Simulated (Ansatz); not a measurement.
A series of calculations on CH$_{8}$N$_{2}$O$_{2}$Si

**1. Relaxation**

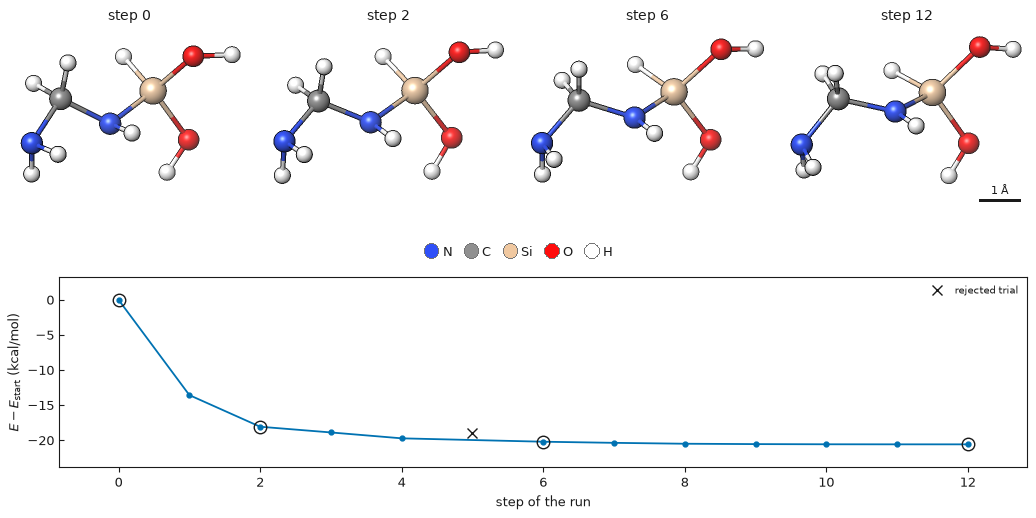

Frames of a relaxation of CH₈N₂O₂Si, marked on the history of the run. The picture is a ball-and-stick view, seen at a tilt.

The run prepares an end point of a later path (torsion) calculation, from a guessed geometry.

Computed with RKS B3LYP/def2-SVP (Ansatz 0.2.0).

Input file:
```yaml
crystal:
  periodic: [false, false, false]
  atoms:
    - { symbol: "N", position_ang: [1.5403, -1.782, 0.9069] }
    - { symbol: C, position_ang: [0.6718, -0.5805, 1.1317] }
    - { symbol: "N", position_ang: [0.0678, -0.2915, -0.1653] }
    - { symbol: Si, position_ang: [-0.9991, 0.9069, -0.381] }
    - { symbol: O, position_ang: [-0.233, 2.2851, -0.5879] }
    - { symbol: O, position_ang: [-1.7833, 0.5083, -1.8012] }
    - { symbol: H, position_ang: [0.9254, -2.4177, 0.432] }
    - { symbol: H, position_ang: [2.2531, -1.4824, 0.216] }
    - { symbol: H, position_ang: [1.2905, 0.2652, 1.5566] }
    - { symbol: H, position_ang: [-0.0823, -0.8198, 1.9071] }
    - { symbol: H, position_ang: [0.8496, -0.0237, -0.7478] }
    - { symbol: H, position_ang: [-2.0087, 0.9476, 0.7563] }
    - { symbol: H, position_ang: [-0.6506, 2.908, -1.2629] }
    - { symbol: H, position_ang: [-1.8544, -0.4526, -1.9317] }
basis:
  gaussian: { orbitals: def2-SVP }
hamiltonian:
  xc: b3lyp
relax:
  f_tol: 0.015
  max_steps: 40
output:
  orbitals: {}
```

Launched with:
```bash
ansatz run input.yaml --threads 2 --pin off --max-ram 3072MiB --backend cpu --events-out ev --progress --plain --runs-dir out
```

> Describe the path.

The largest moves after the best rigid fit, 0.69 Å, are those of H8 and H13. By element the largest moves are H 0.69 Å, N 0.61 Å, O 0.58 Å, C 0.25 Å, Si 0.08 Å. Among the contacts that change: N3–Si4 1.619 → 1.720 Å, Si4–O5 1.590 → 1.662 Å, N1–C2 1.499 → 1.450 Å, O5–H13 1.009 → 0.965 Å. Bond angles that change, for instance: Si4–N3–H11 103.7° → 117.7°, N1–C2–N3 105.4° → 116.9°, C2–N3–H11 104.1° → 113.7°. Groups turn about Si4–O6 by about 25°. Over 11 accepted moves (12 points after the start) the energy falls by 20.6 kcal/mol. The largest force component goes from 4.8 to 0.013 eV/Å. The line search rejected the trial step at point 5 of the run. Cost: 53 s on 2 threads of Arm Neoverse V1 (shared host), peak memory 0.32 GiB. From step 0 to 2: H8 moves most (0.33 Å), energy −18.1 kcal/mol. From step 2 to 6: N and H atoms move most (0.31 Å), energy −2.13 kcal/mol. From step 6 to 12: H atoms move most (0.31 Å), energy −0.38 kcal/mol.

**2. Relaxation**

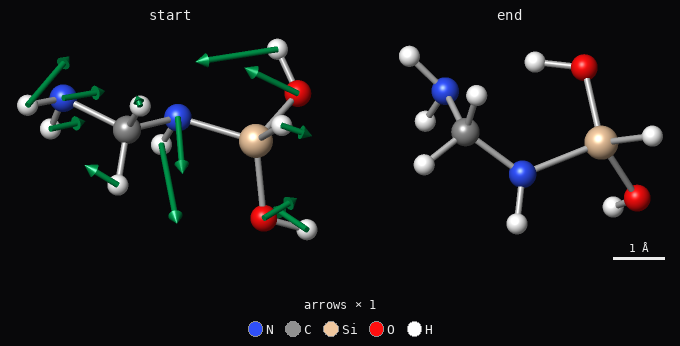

The structure of CH₈N₂O₂Si before (left) and after (right) a relaxation, at one scale. The green arrows give the displacements, at their true length.

A ball-and-stick model, seen from a free direction.

The run prepares an end point of a later path (torsion) calculation, from a guessed geometry.

Level of theory: Ansatz 0.2.0, RKS B3LYP/def2-SVP.

Input
```yaml
crystal:
  periodic: [false, false, false]
  atoms:
    - { symbol: "N", position_ang: [1.5403, -1.782, 0.9069] }
    - { symbol: C, position_ang: [0.6718, -0.5805, 1.1317] }
    - { symbol: "N", position_ang: [-0.29994, -0.9889, 2.14139] }
    - { symbol: Si, position_ang: [-1.41482, 0.02319, 2.7361] }
    - { symbol: O, position_ang: [-2.66736, 0.08648, 1.7582] }
    - { symbol: O, position_ang: [-1.88864, -0.68557, 4.17276] }
    - { symbol: H, position_ang: [0.9254, -2.4177, 0.432] }
    - { symbol: H, position_ang: [2.2531, -1.4824, 0.216] }
    - { symbol: H, position_ang: [0.21476, -0.24957, 0.15184] }
    - { symbol: H, position_ang: [1.30411, 0.26441, 1.46857] }
    - { symbol: H, position_ang: [-0.84697, -1.70478, 1.68258] }
    - { symbol: H, position_ang: [-0.81061, 1.3892, 3.0248] }
    - { symbol: H, position_ang: [-3.56369, 0.15121, 2.21691] }
    - { symbol: H, position_ang: [-1.16873, -1.17924, 4.60105] }
basis:
  gaussian: { orbitals: def2-SVP }
hamiltonian:
  xc: b3lyp
relax:
  f_tol: 0.015
  max_steps: 40
```

Command:
```bash
ansatz run input.yaml --threads 2 --pin off --max-ram 3072MiB --backend cpu --events-out ev --progress --plain --runs-dir out
```

**Summarise the run.**

The atom that moves furthest after the best rigid fit is H11 (2.38 Å). By element the largest moves are H 2.38 Å, N 1.35 Å, O 1.30 Å, Si 0.14 Å, C 0.08 Å. Near-neighbour distances that change, for instance: N3–Si4 1.619 → 1.749 Å, Si4–O5 1.590 → 1.664 Å, O5–H13 1.009 → 0.965 Å, Si4–H12 1.521 → 1.481 Å. Among the angles between lasting bonds that change: Si4–N3–H11 103.7° → 120.4°, C2–N3–H11 104.1° → 114.9°, O5–Si4–H12 113.2° → 102.5°. Groups turn about Si4–O5 by about 80°, Si4–O6 by about 45°. Over 31 accepted moves (34 points after the start) the energy falls by 1.134 eV. The largest force component goes from 4.1 to 0.012 eV/Å. The line search rejected the trial steps at points 29, 30, 33 of the run. The run took 2.4 min on 2 threads of Arm Neoverse V1, on a shared host, peak memory 0.32 GiB.

**3. Path**

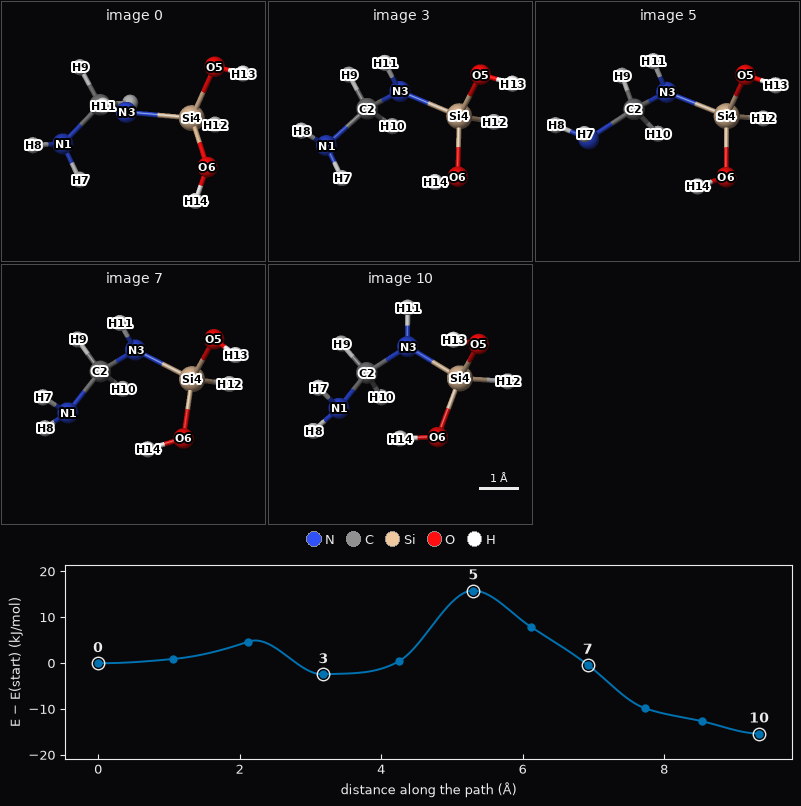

NEB run on CH8N2O2Si. Images are numbered from 0 (start) to 10 (end). Style: ball-and-stick. Shown at a tilt.

The calculation used RKS B3LYP/def2-SVP (Ansatz). Settings: 9 movable images; climbing image; force threshold 0.05 eV/Å; iteration limit 38; starting path through a guess of the saddle point.

> Describe the mechanism and the energy profile.

Relative to the start the highest point is image 5 at +15.8 kJ/mol and the end lies at −15.3 kJ/mol, but the profile dips to −2.4 kJ/mol at image 3 on the way, so the process runs in steps. The path has more than one stage, and so few images may leave a stage unresolved. No bond forms or breaks between the ends. Among the angles between lasting bonds that change up to the highest image: O6–Si4–H12 111.6° → 102.5°, O5–Si4–O6 103.0° → 111.9°. The band converged in 22 iterations. The largest component of the band force went from 28 to 0.041 eV/Å. The climbing image converged on the top of the path. Its vibrational analysis gives 2 imaginary modes over 30i cm⁻¹, so it isn't confirmed as a transition state.

Cost: 12 min on 2 threads of Arm Neoverse V1, with other jobs on the host, peak memory 0.34 GiB.
